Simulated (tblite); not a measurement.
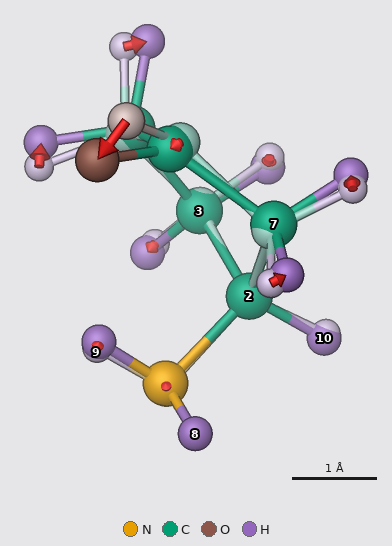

A relaxation of C₅H₉NO (charge −1, multiplicity 2). The starting structure is drawn faded, the final one solid; red arrows show the displacements, at their true length. The two geometries are superimposed by the best rigid fit.

A ball-and-stick model, seen from a free direction.

Method: GFN2-xTB geometry optimisation, gas phase in tblite. 

> Which element moves most?

Oxygen: up to 0.58 Å, against 0.31 Å for hydrogen.

> Describe the change and its energy.

The energy falls by 0.319 eV in 65 geometry steps. The O atom moves most after the best rigid fit: 0.58 Å. By element the largest moves are O 0.58 Å, H 0.31 Å, C 0.17 Å, N 0.08 Å. Among the contacts that change: C–O 1.241 → 1.309 Å, C–C 1.501 → 1.531 Å, C–C 1.515 → 1.541 Å, C–H 1.089 → 1.105 Å. Among the angles between lasting bonds that change: C–C–C 111.4° → 105.3°, H–N–H 101.4° → 105.2°, C–C–C 102.6° → 106.4°. Cost: 0.25 s on 1 thread of Arm Neoverse V2 (shared host).
